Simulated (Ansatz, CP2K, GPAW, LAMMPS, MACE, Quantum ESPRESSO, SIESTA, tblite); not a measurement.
# GPAW runs on aqueous Ca2+ and HSO4-, 2.3 mol of salt per kg of water at 360 K (85 atoms)

How do the settings of GPAW change the result for aqueous Ca2+ and HSO4-, 2.3 mol of salt per kg of water at 360 K (85 atoms)? A plane-wave run serves as the yardstick.

Program: GPAW 26.7.0. Level of theory: the method is named at each step. Results are calculated unless marked as measured.

## Step 1: The structure

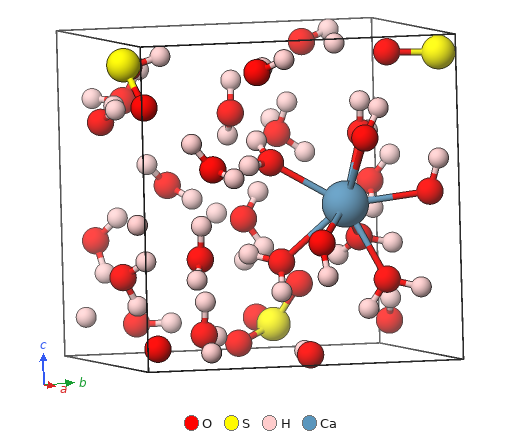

Start, viewed slightly off an axis; oxygen red, sulfur yellow, hydrogen pink, calcium blue. Bonds to atoms that aren't drawn are left out. Some periodic images of atoms are drawn too.

The cell holds 85 atoms: 32 O, 2 S, 50 H and 1 Ca. Its edges and angles: a = 9.346 Å, b = 9.346 Å, c = 9.346 Å, α = 90.0°, β = 90.0°, γ = 90.0°. 24 H2O, 1 Ca2+, 2 HSO4- placed at random, at 1.36 g/cm³; overlaps pushed apart, then 10 ps at 420 K with divalent ions of Li, Roberts, Chakravorty and Merz (J. Chem. Theory Comput. 9, 2733 (2013)); MMFF94 bonds, angles, torsions, charges and radii (Halgren, J. Comput. Chem. 17, 490 (1996)) in harmonic and 12-6 forms; SPC/E water (Berendsen, Grigera and Straatsma, J. Phys. Chem. 91, 6269 (1987)). Snapshot after 20 ps at 360 K and fixed volume.

The yardstick, on the same geometry:

| Item | Value |
| --- | --- |
| method | Kohn-Sham DFT, PBE, PAW, plane waves (Ansatz 0.2.0); cutoff 420 eV, Γ point, fermi-dirac smearing of 0.05 eV; PAW set soft_2 |
| r.m.s. force component | 0.6325 eV/Å |
| longest force | 2.187 eV/Å |
| pressure | -0.8208 GPa |
| gap (highest filled to lowest empty level) | 4.112 eV |
| SCF cycles | 9 |
| time | 6.2 s on 4 threads of Arm Neoverse V1, shared host |
| CPU time | 23 s |

## Step 2: PBE, LCAO dzp, h 0.18 Å

Method: Kohn-Sham DFT, PBE, PAW, atomic orbitals (dzp).

Input file run.py:

```python
import numpy as np
from ase.io import read
from gpaw import GPAW, FermiDirac

atoms = read("structure.xyz")
atoms.calc = GPAW(
    mode="lcao",
    basis="dzp",
    h=0.18,
    xc="PBE",
    kpts={"size": (1, 1, 1), "gamma": True},
    occupations=FermiDirac(0.05),
    maxiter=200,
    symmetry={"point_group": False},
    txt="gpaw.txt",
)
energy = atoms.get_potential_energy(force_consistent=True)
forces = atoms.get_forces()
print(f"energy {energy:.6f} eV")
print("forces (eV/A)")
for i, (a, f) in enumerate(zip(atoms, forces)):
    print(f"{i:4d} {a.symbol:2s} {f[0]:10.5f} {f[1]:10.5f} {f[2]:10.5f}")
print(f"Fermi level {atoms.calc.get_fermi_level():.4f} eV")
for k in range(len(atoms.calc.get_ibz_k_points())):
    for s in range(atoms.calc.get_number_of_spins()):
        e = atoms.calc.get_eigenvalues(kpt=k, spin=s)
        n = np.searchsorted(e, atoms.calc.get_fermi_level())
        print(f"k {k} spin {s} levels about the Fermi level:", np.round(e[max(n - 6, 0):n], 4).tolist(), "|", np.round(e[n:n + 6], 4).tolist())
```

Input file structure.xyz:

```xyz
85
Lattice="9.34568 0.00000 0.00000 0.00000 9.34568 0.00000 0.00000 0.00000 9.34568" Properties=species:S:1:pos:R:3 pbc="T T T"
O 2.64053 6.55637 8.90157
S 2.44474 5.56143 0.81765
O 0.97653 5.44937 0.94569
O 3.09716 6.18422 1.99269
O 3.09501 4.34387 0.34878
H 2.26278 7.45626 9.20821
O 5.84413 0.56981 8.56831
S 7.34113 0.01692 8.72251
O 8.02373 0.41504 7.51439
O 7.14197 7.88504 8.78447
O 7.77028 0.71186 0.55700
H 5.76498 1.52335 8.83419
O 2.43436 8.53307 4.82303
H 2.85314 9.03082 5.58255
H 3.10127 8.42803 4.08528
O 6.48758 4.52854 5.69853
H 7.09216 3.73248 5.67264
H 5.70956 4.33686 6.29684
O 5.73666 7.42318 6.40768
H 4.83835 7.86243 6.41665
H 6.07095 7.32888 7.34542
O 3.71902 0.25560 6.88814
H 3.02445 0.84027 7.30729
H 4.61368 0.46551 7.28253
O 3.16968 4.56209 3.91612
H 3.24463 5.12031 3.08978
H 2.78613 5.11340 4.65705
O 6.13778 4.87471 2.81520
H 6.68160 4.71751 1.99091
H 5.63498 4.04182 3.04669
O 6.68356 2.32334 3.01230
H 6.92655 2.31735 3.98229
H 7.46299 2.00708 2.47147
O 7.70430 7.58122 2.29193
H 7.97570 8.51214 2.04745
H 7.47991 7.07066 1.46185
O 8.22158 2.35735 5.66694
H 8.31607 1.71961 6.43132
H 9.11671 2.74202 5.44124
O 2.55595 8.97568 0.79999
H 1.82091 0.18093 1.19531
H 3.27183 8.83503 1.48391
O 7.62869 8.93129 4.76218
H 8.27392 0.06720 4.16911
H 7.81766 9.16157 5.71675
O 2.34446 5.83180 6.27777
H 2.67791 6.06581 7.19103
H 2.29820 6.65898 5.71778
O 0.86074 1.92428 0.88840
H 9.29362 1.89848 0.48084
H 1.19550 2.86651 0.89690
O 0.06617 0.98335 3.27379
H 0.42224 1.14270 2.35306
H 0.61055 1.49886 3.93556
O 4.25789 3.96603 7.03720
H 3.88677 4.10107 7.95598
[... 25 atom lines left out ...]
O 1.31634 1.55428 7.33729
H 1.36054 2.04278 8.20878
H 0.62139 0.83737 7.39197
Ca 7.10786 6.55385 4.46303
```

The run is started by

```
> OMP_NUM_THREADS=1 python run.py > output.txt
```

The program printed:

```text
energy -404.230407 eV
forces (eV/A)
   0 O     0.28888    0.73505   -0.35389
   1 S    -1.21334    1.72632    0.01042
   2 O    -1.20903   -0.61839    0.28392
   3 O     0.43480    0.69612    0.15582
   4 O     0.90690   -2.20851   -0.97888
   5 H     0.52691    0.33838    0.19587
   6 O    -1.72370   -0.71492   -0.84073
   7 S    -2.37003   -0.55417   -0.21715
   8 O     2.23168    0.38966   -2.74253
   9 O     0.26212   -0.09915    0.04142
  10 O     1.95743    0.92397    3.27755
  11 H     0.13366    0.71315    0.75191
  12 O    -0.60106   -0.71904   -0.43283
  13 H     0.74945   -0.05233   -0.28376
  14 H    -0.04075    0.24844    0.82773
  15 O     0.35662    0.46429   -0.42542
  16 H     0.00302   -0.19446    0.47166
  17 H    -0.07781   -0.10956    0.04258
  18 O    -0.14556   -0.16150   -0.08054
  19 H     0.49483   -0.19701    0.23599
  20 H    -0.49220    0.27630   -0.42052
  21 O     0.18580   -0.04740   -0.05422
  22 H     0.02732   -0.14323    0.06967
  23 H    -0.42673    0.07108    0.01191
[...]
77 H    -0.11019    0.21122    0.11693
  78 O    -0.93664   -0.32562   -0.24742
  79 H     0.53690    0.09905    0.46134
  80 H     0.07952    0.63084   -0.51872
  81 O     0.67466   -0.16605   -0.20192
  82 H    -0.55604   -0.58953   -0.23583
  83 H     0.16112    0.49771    0.49641
  84 Ca   -0.22652   -0.01697    0.05437
Fermi level -0.1605 eV
k 0 spin 0 levels about the Fermi level: [-1.808, -1.7035, -1.6417, -1.5399, -1.4371, -1.3681] | [2.932, 4.7471, 4.9817, 5.0478, 5.1466, 5.2013]
```

gpaw.txt:

```text
Input parameters:
  mode=LCAO(),
  basis={'default': 'dzp'},
  h=0.18,
  kpts=MonkhorstPack(size=(1, 1, 1), gamma=True),
  maxiter=200,
  occupations=Occupations(name='fermi-dirac', width=0.05, fixmagmom=False),
  symmetry=Symmetry(point_group=False),
  xc=XC(name='PBE')
Unit cell  # Å
| periodic |        x |        y |        z |  lengths |    angles |
|----------|----------|----------|----------|----------|-----------|
|      yes | 9.345680 | 0.000000 | 0.000000 | 9.345680 | 90.000000 |
|      yes | 0.000000 | 9.345680 | 0.000000 | 9.345680 | 90.000000 |
|      yes | 0.000000 | 0.000000 | 9.345680 | 9.345680 | 90.000000 |
Number of symmetries: 1
Symmetry operations  # r_c * U_cc + t_c -> r_c
|   | kind |            matrix            |
|---|------|------------------------------|
| 0 |  E   |  1, 0, 0,  0, 1, 0,  0, 0, 1 |
BZ-sampling:
  Number of BZ points: 1
  Number of IBZ points: 1
  Monkhorst-Pack size: [1, 1, 1]
  Monkhorst-Pack shift: [0, 0, 0]
[... lines left out ...]
Reference energy: -106157.890776  # eV
eigensolver:
density mixing:
  MSR1-Mixer
occupation numbers:
  Fermi-Dirac:
    width: 0.0500  # eV
FastPoissonSolver using
    Stencil: 6*3+1=19 point O(h^6) finite-difference Laplacian
xc functional:
  name: PBE with 2 nearest neighbor stencil
interpolation: tri-quintic # 5. degree polynomial
Initialization done in: 7.260 s
convergence criteria:
- Maximum [total energy] change in last 3 cyles: 0.0005 eV / valence electron
- Maximum integral of absolute [dens]ity change: 0.0001 electrons / valence electron
- Maximum integral of absolute [eigenst]ate change: 4e-08 eV^2 / valence electron
maximum number of iterations: 200
SCF iterations
|iter     |      energy | eigst |  dens |
|---------|-------------|-------|-------|
|iter:   1| -428.837566 |      c|       |
|iter:   2| -422.671133 |      c| -0.84 |
|iter:   3| -404.257111 |      c| -0.88 |
|iter:   4| -404.240218 |      c| -1.45 |
|iter:   5| -404.234068c|      c| -1.78 |
|iter:   6| -404.230614c|      c| -2.82 |
|iter:   7| -404.230429c|      c| -3.16 |
|iter:   8| -404.230411c|      c| -3.51 |
|iter:   9| -404.230407c|      c| -4.05c|
Converged in 9 steps
SCF loop duration: 36.853 s (4.095 s/step)
Energy contributions relative to reference atoms: (reference = -106157.890776)
Energy contributions:
  Kinetic:         348.745125
  Coulomb:        -363.812825
  Zero:              5.331768
  External:          0.000000
  Xc:             -394.494475
  Entropy:          -0.000000
  Spinorbit:         0.000000
  ----------------------------
  Free energy:    -404.230407
  Extrapolated:   -404.230407
dipole moment: (-7.440243, -46.323201, -14.915092)  # |e|*Ang
Fermi level: -0.161
Eigenvalues  # (at kpt = [0.000, 0.000, 0.000])
| band index |      eig [eV] | occ [0-2] |
|------------|---------------|-----------|
|          0 |       -38.986 |     2.000 |
|        ... |               |           |
|        124 |        -2.058 |     2.000 |
|        125 |        -1.894 |     2.000 |
[...]
|        139 |         5.395 |     0.000 |
|        ... |               |           |
|        162 |         8.001 |     0.000 |
Gap: 4.300 eV
Transition (v -> c):
  (s=0, k=0, n=131, [0.00, 0.00, 0.00]) -> (s=0, k=0, n=132, [0.00, 0.00, 0.00])
No difference between direct/indirect transitions
Force computation time: 8.897  # s
timing:  # [seconds]
  Total:  53.043  # ━━━━━━━━━━━━━━━━━━━━━━━━━━━━━━━━━━━━━━━━━━━━━━━━━━━━━━━━━
  Init:    7.259  # ━━━━━━━━
  SCF:    36.853  # ━━━━━━━━━━━━━━━━━━━━━━━━━━━━━━━━━━━━━━━╸
  Forces:  8.897  # ━━━━━━━━━╸
```

It took 54 s on 1 thread of Arm Neoverse V1, shared host; peak memory 0.82 GiB.

Banners, paths, timers and routine set-up lines are dropped from the logs unmarked, and long logs keep their key lines alone; longer cuts are marked.

Numbers from this run, and their distance from the reference:

```
r.m.s. force component                           : 0.596 eV/Å
r.m.s. difference of force components            : 494.3 meV/Å
longest difference of force vectors              : 2063 meV/Å
force difference over r.m.s. force               : 78.15 %
slope of forces against the reference's          : 0.6386
correlation of force components                  : 0.6777
gap (highest filled to lowest empty level) : 4.3 eV
gap difference                                   : 0.188 eV
```

This run lies far from the reference in forces at the same functional.

Length of the force difference by element (eV/Å):

```tsv
element	atoms	mean	most
Ca	1	0.081	0.081
H	50	0.67	0.74
O	32	1.0	2.1
S	2	0.34	0.38
```

Levels nearest the highest filled one (eV from it): -0.44, -0.34, -0.27, -0.17, -0.07, 0.00, 4.30, 6.12, 6.35, 6.42, 6.51, 6.57.

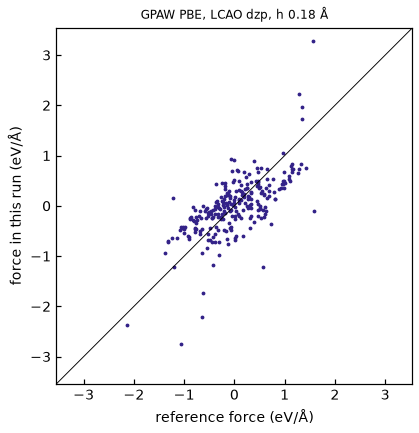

Force components against those of the reference; the line marks equality.

A closer look about H30, picked at random: 9 atoms, nearest first, numbered in the order of the input, with positions taken from that point.

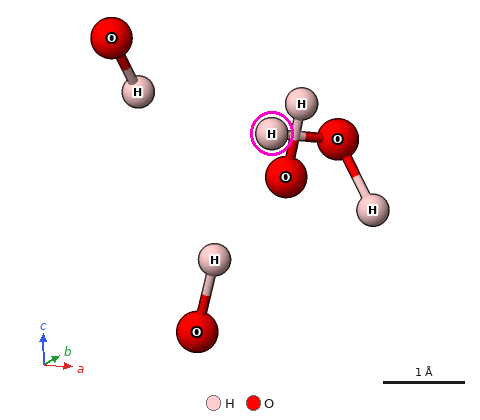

The atoms of the table, within 2.7 Å (arrows a, b, c point along x, y, z); some may hide others; the central atom is ringed.

```tsv
atom	x	y	z	distance (Å)	bonds	Fx	Fy	Fz (eV/Å)
H30	0.00	0.00	0.00	0.00	1	0.82	0.73	-0.09
O28	0.50	0.83	-0.23	1.00	3	-0.42	0.45	-0.12
H29	1.05	0.68	-1.06	1.63	1	-0.43	-0.20	0.35
H59	-0.21	-1.27	-1.33	1.85	1	0.05	0.11	-0.48
O31	1.05	-1.72	-0.03	2.01	2	-0.10	-0.46	0.01
H32	1.29	-1.72	0.94	2.35	1	0.68	-0.11	-0.26
H26	-2.39	1.08	0.04	2.62	1	-0.26	0.24	0.33
O58	-0.48	-1.26	-2.29	2.66	2	0.25	-0.50	-0.25
O25	-2.47	0.52	0.87	2.67	2	-0.16	-1.18	1.04
```

Atoms are counted from 1 here, from 0 in the log.

Forces lie 78 % from the reference's, at 2.4 times its CPU time (on 1 against 4 cores).

## Step 3: PBE, LCAO szp(dzp), h 0.18 Å

Method: Kohn-Sham DFT, PBE, PAW, atomic orbitals (szp(dzp)).

Changes to run.py since step 2:

```diff
@@ -7,3 +7,3 @@
     mode="lcao",
-    basis="dzp",
+    basis="szp(dzp)",
     h=0.18,
```

structure.xyz is that of step 2.

The program printed:

```text
energy -360.690306 eV
forces (eV/A)
   0 O     1.21867   -0.19039   -2.09488
   1 S    -1.57200    0.85954    0.69194
   2 O    -2.09674   -0.68346    0.39434
   3 O     1.00550    1.41181    1.01469
   4 O     1.43147   -3.08541   -1.48122
   5 H    -0.11421    2.11630    0.96640
   6 O    -2.91210   -2.20901   -1.60359
   7 S    -1.35282   -0.75207    0.12731
   8 O     2.78405    0.66631   -3.81150
   9 O     0.04471   -1.19800    0.00619
  10 O     2.15674    1.39762    4.01028
  11 H    -0.05876    2.64677    1.47507
  12 O    -2.74233   -1.64856   -0.45240
  13 H     1.70418    0.90961    1.21873
  14 H     1.31292    0.00018   -0.43088
  15 O     0.82663    2.45660   -1.65194
  16 H     1.20379   -1.74673    0.44640
  17 H    -1.65163   -0.53060    1.22076
  18 O     0.99700   -0.84739   -1.99288
  19 H    -1.10630    0.63608    0.34861
  20 H     0.18921    0.26530    1.32290
  21 O    -0.28385   -1.58047   -1.65043
  22 H    -1.40429    0.94603    0.78089
  23 H     1.35040    0.43950    0.85632
[...]
77 H     1.60999   -0.67026    0.43971
  78 O    -1.82830   -2.07974    0.58043
  79 H     0.21481    1.01059   -1.17560
  80 H     1.44842    1.52716    0.24990
  81 O     1.96687    0.33096   -2.13221
  82 H    -0.53426    0.24814    1.57952
  83 H    -1.22369   -0.83883    0.65797
  84 Ca   -0.32759   -0.00291    0.04052
Fermi level 0.0244 eV
k 0 spin 0 levels about the Fermi level: [-1.704, -1.5894, -1.4532, -1.3098, -1.2528, -1.1723] | [3.6844, 5.0809, 5.3485, 5.4523, 5.5063, 5.7034]
```

gpaw.txt:

```text
Input parameters:
  mode=LCAO(),
  basis={'default': 'szp(dzp)'},
  h=0.18,
  kpts=MonkhorstPack(size=(1, 1, 1), gamma=True),
  maxiter=200,
  occupations=Occupations(name='fermi-dirac', width=0.05, fixmagmom=False),
  symmetry=Symmetry(point_group=False),
  xc=XC(name='PBE')
Unit cell  # Å
| periodic |        x |        y |        z |  lengths |    angles |
[... lines left out ...]
  Fermi-Dirac:
[... lines left out ...]
convergence criteria:
- Maximum [total energy] change in last 3 cyles: 0.0005 eV / valence electron
[... lines left out ...]
Converged in 9 steps
[... lines left out ...]
  Free energy:    -360.690306
  Extrapolated:   -360.690306
dipole moment: (-7.776789, -46.146437, -14.758266)  # |e|*Ang
Fermi level: 0.024
Eigenvalues  # (at kpt = [0.000, 0.000, 0.000])
| band index |      eig [eV] | occ [0-2] |
|------------|---------------|-----------|
|          0 |       -38.740 |     2.000 |
|        ... |               |           |
|        124 |        -1.809 |     2.000 |
|        125 |        -1.741 |     2.000 |
[...]
|        139 |         5.952 |     0.000 |
|        ... |               |           |
|        162 |         8.808 |     0.000 |
Gap: 4.857 eV
Transition (v -> c):
  (s=0, k=0, n=131, [0.00, 0.00, 0.00]) -> (s=0, k=0, n=132, [0.00, 0.00, 0.00])
No difference between direct/indirect transitions
Force computation time: 7.118  # s
timing:  # [seconds]
  Total:  44.040  # ━━━━━━━━━━━━━━━━━━━━━━━━━━━━━━━━━━━━━━━━━━━━━━━━━━━━━━━━━
  Init:    6.183  # ━━━━━━━━
  SCF:    30.708  # ━━━━━━━━━━━━━━━━━━━━━━━━━━━━━━━━━━━━━━━╸
  Forces:  7.118  # ━━━━━━━━━
```

The job ended after 45 s (1 thread; peak memory 0.79 GiB).

Compared with the plane-wave run:

```
r.m.s. force component                           : 1.326 eV/Å
r.m.s. difference of force components            : 1599 meV/Å
longest difference of force vectors              : 3272 meV/Å
force difference over r.m.s. force               : 252.8 %
slope of forces against the reference's          : -0.4972
correlation of force components                  : -0.2371
gap (highest filled to lowest empty level) : 4.857 eV
gap difference                                   : 0.7446 eV
```

This is a coarse setting, run to see what it loses.

Against the first run (78 %), the force difference from the reference is 253 %, at 0.83 times the CPU time, with 522 basis functions against 721: the smaller basis costs accuracy.

(Continued in part 2 of 2.)

[Also dropped from logs without a mark: logging warnings of Python, and SIESTA's first energy breakdown and zero terms.]

[Logs are printed without paths, hosts, clocks, repeated set-up lines and the standing remarks that a program may print on its own settings, such as how far it seeks lower states.]

[Hosts, paths, dates, database ids (printed as entryN), source tags and the programs' standing remarks are cut or masked in the printed files.]

[The MMFF94 radii named for the starting cell were scaled by 0.96; in molecules described by MMFF94, hydrogen bound to N, O or S took a small fixed 12-6 site in their place.]
